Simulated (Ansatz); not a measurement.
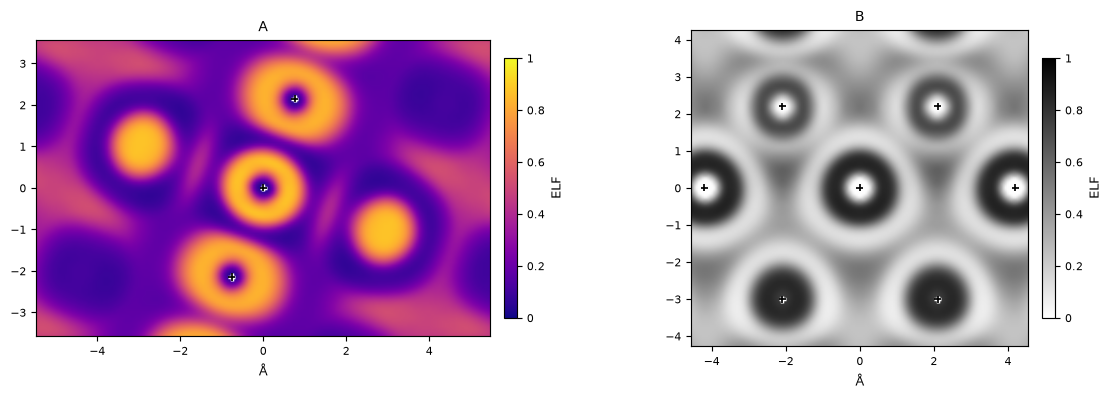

The electron localisation function of 2 systems, each on a plane through atoms (crosses mark nuclei in the plane).

Method: DFT PBE, scalar-relativistic, plane waves, PAW; 4f electrons in the core of a trivalent norm-conserving potential (Ansatz 0.2.0).

System 1: SmHfW, the (100) plane of the conventional cell. Space group P4/nmm; a structure generated by program, which may or may not match a known phase; computed without spin polarisation; no Hubbard U on the f states and no spin–orbit coupling.

```yaml
crystal:
  lattice:
    - [4.19822, 0.00000, 0.00000]
    - [0.00000, 4.19822, 0.00000]
    - [0.00000, 0.00000, 7.84962]
  atoms:
    - { symbol: Sm, position: [0.00000, 0.00000, 0.00000] }
    - { symbol: Sm, position: [0.50000, 0.50000, 0.00000] }
    - { symbol: Hf, position: [0.50000, 0.00000, 0.61716] }
    - { symbol: Hf, position: [0.00000, 0.50000, 0.38284] }
    - { symbol: W, position: [0.50000, 0.00000, 0.28067] }
    - { symbol: W, position: [0.00000, 0.50000, 0.71933] }
```

System 2: Tm3C2, the (111) plane of the conventional cell. Space group P6/mmm; a structure generated by program, which may or may not match a known phase; computed without spin polarisation; no Hubbard U on the f states and no spin–orbit coupling.

**Match each panel to its system.**

Panel A is system 2, Tm3C2: the plane holds Tm and C. Tm–C (2.28 Å): the ELF peaks at about 0.80 in the valence shell of C, 0.7 Å from its nucleus, and drops to about 0.15 between the two atoms; no shared electron pair shows on this line. Panel B is system 1, SmHfW: the plane holds Sm, Hf and W. Sm–W (3.04 Å): the ELF is about 0.20 at the midpoint: no shared electron pair shows on this line.
